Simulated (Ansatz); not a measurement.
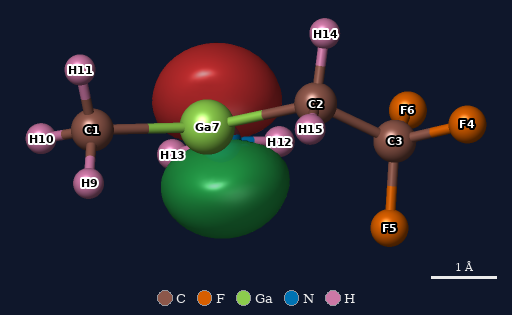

The picture shows: C3H7F3GaN (SMILES [CH3][Ga]([NH2])[CH2]C(F)(F)F). One frontier orbital at ±0.15 Å⁻³ᐟ² (green and red are the two phases), seen from one side.

Geometry: B3LYP-D3(BJ)/def2-SVP.

Level of theory: Ansatz 0.2.0, isolated molecule in a Gaussian basis; Kohn-Sham density functional theory, functional PBE0.

```xyz
15

C     2.9432    0.1930   -0.3806
C    -0.5301   -0.1792   -0.2467
C    -1.7514    0.6684   -0.4273
F    -2.8650    0.1146    0.0957
F    -1.6129    1.8784    0.1597
F    -2.0198    0.8972   -1.7361
Ga    1.1320    0.6167   -1.0311
N     0.8706    1.7275   -2.4445
H     3.0645    0.5366    0.6595
H     3.7178    0.6720   -0.9977
H     3.1120   -0.8958   -0.3897
H    -0.0535    1.9754   -2.7823
H     1.6044    2.2180   -2.9436
H    -0.7167   -1.1566   -0.7195
H    -0.3918   -0.3607    0.8297
```

### Which orbital is it: HOMO or LUMO?

The HOMO, at −7.39 eV. Its weight (Hirshfeld) is mainly on N8 (about 70 %) and Ga7 (about 15 %); largely a lone pair of N8.
